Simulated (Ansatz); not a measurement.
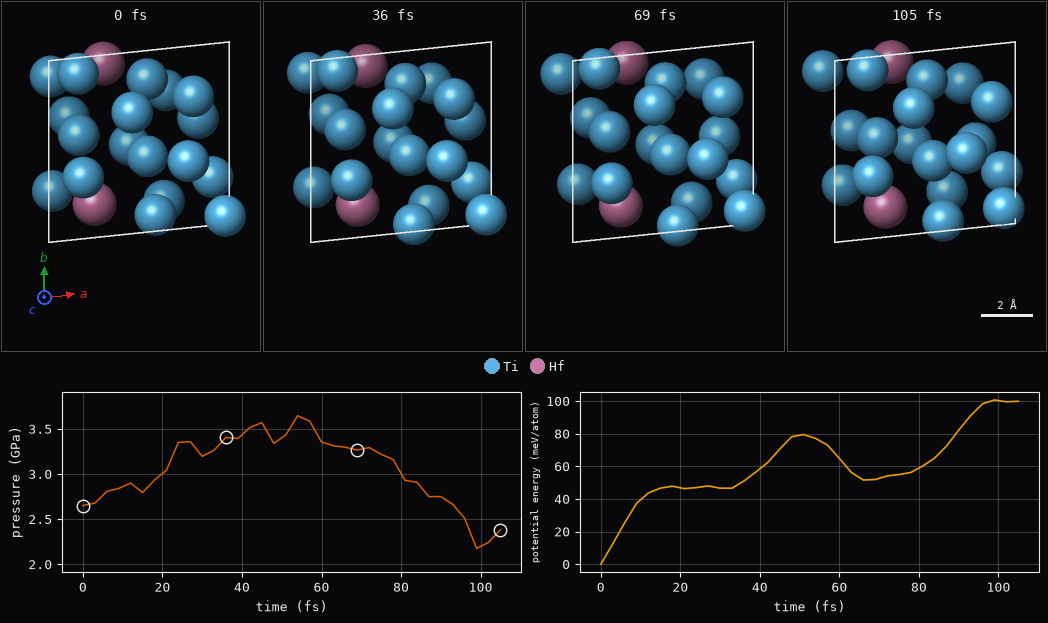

Molecular dynamics of an amorphous cell of composition HfTi₉ (20 atoms in the cell), 105 fs long. Frames and the history of the run. The picture is a spheres-only view of the simulation cell, seen along the c axis.

These are results of DFT PBE, scalar-relativistic, plane waves, PAW (Ansatz 0.2.0), not measurements. Settings: plane-wave cutoff 420 eV; k-point mesh 1 × 1 × 1; Fermi-Dirac smearing 0.25 eV; volume 1.05 times that of the relaxed crystal; set temperature 2900 K; time step 3 fs.

Describe the run.

Over the second half the temperature averages 2855 K (spread ±348 K). The potential energy in the second half lies on average 72.8 meV per atom above the first frame. The mean pressure there is 3.0 GPa. Root-mean-square distances from the starting positions over the second half, with the common drift of all atoms taken out: Ti 0.52 Å, Hf 0.20 Å. The run lasts only 105 fs, too short to tell vibration from diffusion.

Limits of the set-up: the k-point mesh is coarse for a cell with partly filled bands; the periodic images lie only 7.2 Å apart, so the values are limited by the cell's size.
